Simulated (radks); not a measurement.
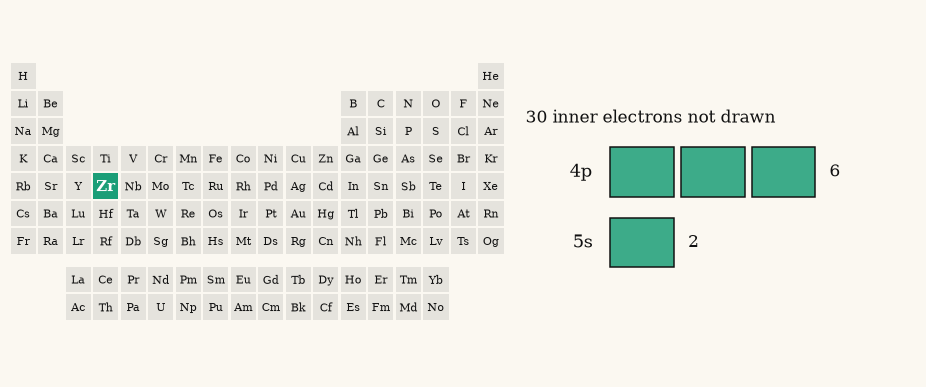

Fig. 1: Left, the place of zirconium in the periodic table; right, the outer shells as the input fills them: a box for each of the 2l + 1 orbitals, shaded by the share of the shell that is filled, with the electron count at the right.

# Zr²⁺: atomic calculation

System: the zirconium ion Zr²⁺ in the configuration [Kr] 5s2.
Method: Dirac Kohn-Sham, BLYP, spin-unpolarised, spherical densities, point nucleus (the in-house radial solver radks).

## Input file
```
Z 40
configuration [Kr] 5s2
relativity Dirac
functional b88,lyp
spin unpolarised
j_filling average
nucleus point
c 137.035999084
```

Energies in input and log are in hartree, lengths in bohr.

Hardware: 1 CPU thread, shared host.

## The program's output
```
1s1/2   1   2.0000        -655.72604167
2s1/2   1   2.0000         -91.56488679
2p1/2   1   2.0000         -83.89883460
2p3/2   1   4.0000         -80.74187392
3s1/2   1   2.0000         -15.68619639
3p1/2   1   2.0000         -12.83404246
3p3/2   1   4.0000         -12.33109231
3d3/2   1   4.0000          -7.30117091
3d5/2   1   6.0000          -7.20923139
4s1/2   1   2.0000          -2.79073462
4p1/2   1   2.0000          -2.00960276
4p3/2   1   4.0000          -1.94024161
5s1/2   1   2.0000          -0.69145418
Etot -3598.569554823032
Ekin 3719.2041536784996
Encl -8653.562756843294
Eh 1449.6988049610468
Exc -113.90975661928498
err 5.049953004721824e-09
it 13
```

## Orbitals

| orbital | occupation | energy (eV) | ⟨r⟩ (bohr) | outer maximum (bohr) |
| --- | --- | --- | --- | --- |
| 1s | 2 | −17843.2 | 0.03706 | 0.0241 |
| 2s | 2 | −2491.6 | 0.1623 | 0.137 |
| 2p1/2 | 2 | −2283.0 | 0.1386 | 0.107 |
| 2p3/2 | 4 | −2197.1 | 0.1430 | 0.111 |
| 3s | 2 | −426.843 | 0.4584 | 0.408 |
| 3p1/2 | 2 | −349.232 | 0.4550 | 0.396 |
| 3p3/2 | 4 | −335.546 | 0.4655 | 0.405 |
| 3d3/2 | 4 | −198.675 | 0.4503 | 0.345 |
| 3d5/2 | 6 | −196.173 | 0.4539 | 0.348 |
| 4s | 2 | −75.940 | 1.196 | 1.07 |
| 4p1/2 | 2 | −54.684 | 1.315 | 1.15 |
| 4p3/2 | 4 | −52.797 | 1.343 | 1.17 |
| 5s | 2 | −18.815 | 2.997 | 2.72 |

## Slater integrals of the outer shells (hartree)

```
       integral   value
F0(5s1/2,5s1/2)  0.2998
F0(5s1/2,4p3/2)  0.3708
G1(5s1/2,4p3/2)  0.0314
F0(5s1/2,4p1/2)  0.3718
G1(5s1/2,4p1/2)  0.0303
F0(5s1/2,4s1/2)  0.3762
G0(5s1/2,4s1/2)  0.0200
F0(4p3/2,4p3/2)  0.6704
F2(4p3/2,4p3/2)  0.3533
F0(4p3/2,4p1/2)  0.6774
F2(4p3/2,4p1/2)  0.3568
G0(4p3/2,4p1/2)  0.6761
G2(4p3/2,4p1/2)  0.3565
F0(4p3/2,4s1/2)  0.7071
```

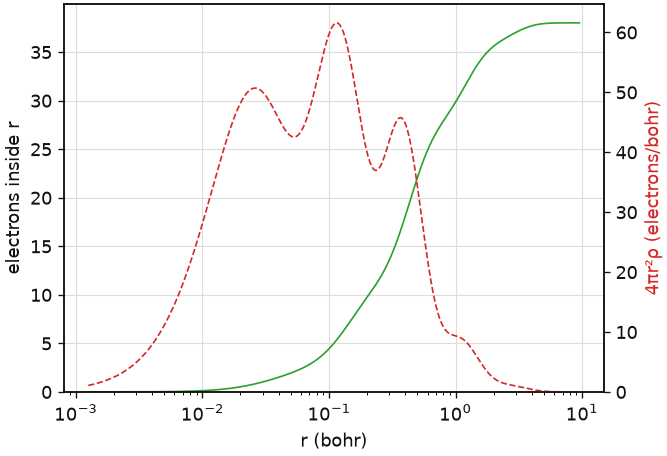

Fig. 2: The number of electrons inside radius r (solid) and the radial density 4πr²ρ (dashed). The count levels off at 38 electrons. Half of them lie within 0.421 bohr, 90 % within 1.58 bohr and 99 % within 3.82 bohr. The radial density has minima at 0.0527 and 0.235 bohr, where the count stands at 2.1 and 11.1; these part the shells that the density resolves.

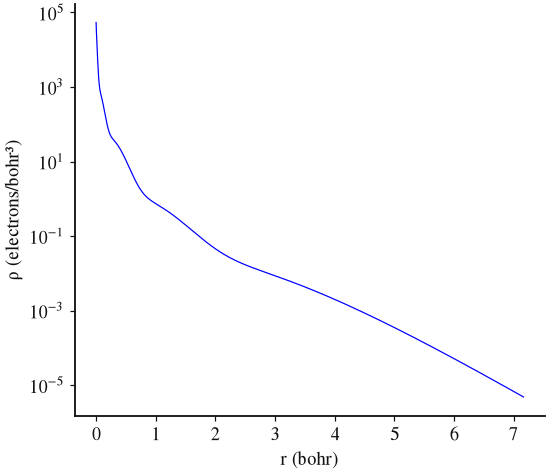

Fig. 3: The electron density ρ(r) on a logarithmic scale. The density falls from 54000 electrons/bohr³ at the inner end (r = 0.0013 bohr) to 0.001 at r = 4.41 bohr, a common measure of the size of an atom or ion. The highest occupied orbital, 5s (⟨r⟩ = 3.00 bohr, −18.8 eV), is also the most diffuse and sets the fall-off far out: over the last part drawn ln ρ falls by 2.0 per bohr, against 2√(−2ε) = 2.4 for the pure exponential. The steps in the slope mark the shells; the radial density has its minima at 0.053 and 0.24 bohr.

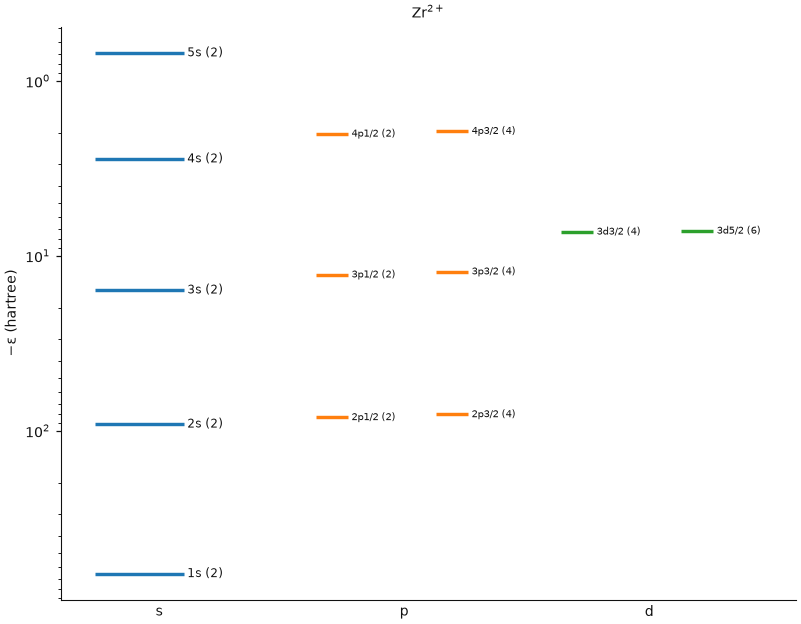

Fig. 4: All occupied levels, on a logarithmic scale of binding energy, are drawn by angular momentum (occupations in brackets, the lower j at the left of each column). The highest occupied level is 5s at −0.691 hartree. The highest 3 occupied levels, from the top down, are 5s (−0.691 hartree), 4p3/2 (−1.94 hartree), 4p1/2 (−2.01 hartree). Spin-orbit splittings: 4p 0.0694 hartree, 3d 0.0919 hartree, 3p 0.503 hartree, 2p 3.16 hartree.

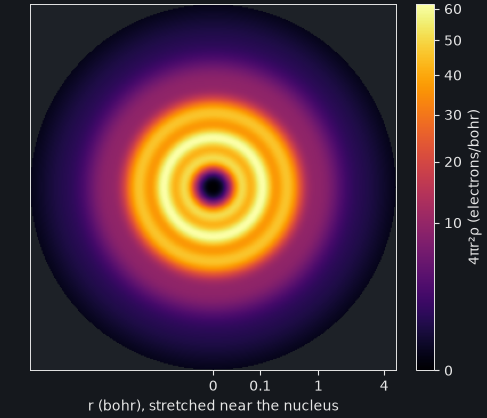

Fig. 5: The radial density 4πr²ρ as a disc about the nucleus, with the radius drawn as r to the power 0.35. There are 3 maxima, at r = 0.0261, 0.115 and 0.365 bohr, parted by minima at 0.0527 and 0.235 bohr, inside which lie 2.1 and 11.1 electrons. The configuration has 5 principal shells, so not every shell has a maximum of its own.

## Key numbers

- outcome: converged
- total energy: −3598.5696 hartree
- kinetic energy: 3719.2042 hartree
- electron–nucleus energy: −8653.5628 hartree
- Hartree energy: 1449.6988 hartree
- exchange–correlation energy: −113.909757 hartree
- radius at density 0.001 e/bohr³: 4.41 bohr
- SCF iterations: 13
